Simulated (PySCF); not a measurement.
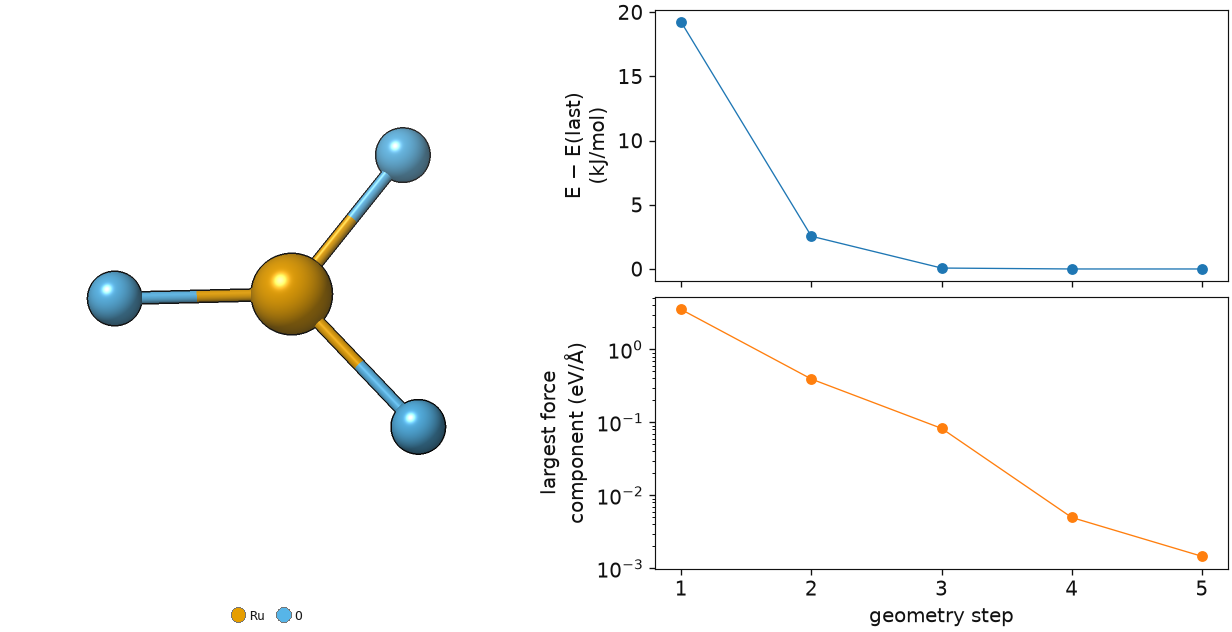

Beside the plot: the molecule at the start.

History of a geometry optimisation. The run: RuO3- molecule (charge −1), multiplicity 2, by UKS-based B3LYP, Ru def2-SVPD with ECP28, O def2-SVPD; non-relativistic Hamiltonian with scalar-relativistic core potentials; density fitting (PySCF 2.14.0). The start has point group Cs, which is kept, and the end C2v. A held symmetry can leave a saddle point.

The optimisation met its thresholds at geometry 5, counting the start as the first. The energy fell by about 19 kJ/mol from the first step to the last. The largest force component goes from about 3.5 eV/Å at the start to 1.5 × 10⁻³ eV/Å at the end.
